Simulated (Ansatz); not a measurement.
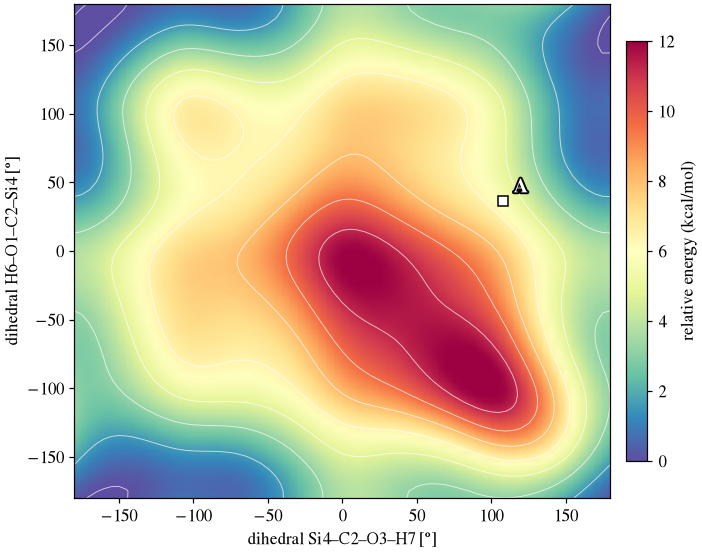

CH₅ClO₂Si, SMILES OC(O)([SiH3])Cl. The first coordinate is: dihedral Si4–C2–O3–H7; the second: dihedral H6–O1–C2–Si4. Nothing is relaxed (all other coordinates rigid). Grid: 10 × 10 points. Points are written as (first, second). Energies are in kcal/mol, from the lowest grid point. The calculation used Ansatz 0.2.0, RKS PBE0-D4/def2-SVP.

The picture shows a smooth colour map with a few white contour lines, the point A. Between grid points the surface is interpolated.

Which way does the force act at A, and how strong is it?

Answer. A, at (108°, 36°), is not a stationary point. The computed force is 0.059 kcal/mol for each degree towards larger values of dihedral Si4–C2–O3–H7 and 0.048 kcal/mol for each degree towards larger values of dihedral H6–O1–C2–Si4.
